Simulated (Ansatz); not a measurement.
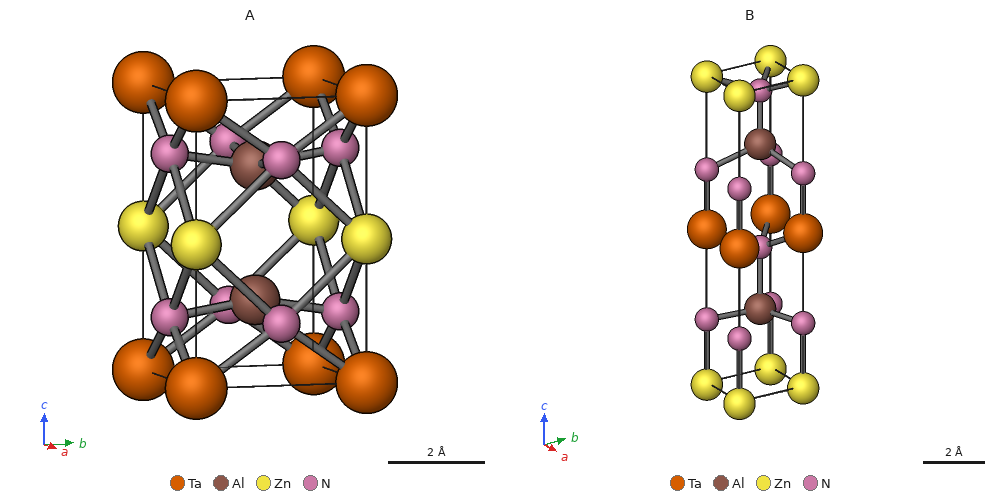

Two structures of TaAl$_{2}$ZnN$_{4}$, each relaxed to rest (conventional cells in solid outline, small ones repeated, not to one scale). Method: DFT PBE, scalar-relativistic, plane waves, PAW (Ansatz), without spin polarisation.

> Give the type and space group of each.

A: 8 atoms a cell on a primitive tetragonal lattice, P4/mmm. B: 8 atoms a cell on a primitive hexagonal lattice, P3m1.

> Which structure wins energetically, and by what margin?

B is lower, by 512 meV/atom at this level of theory (energies at zero smearing). Volumes: A 10.6, B 11.9 Å³/atom.

One or both may be structure types tried for this composition rather than known phases.
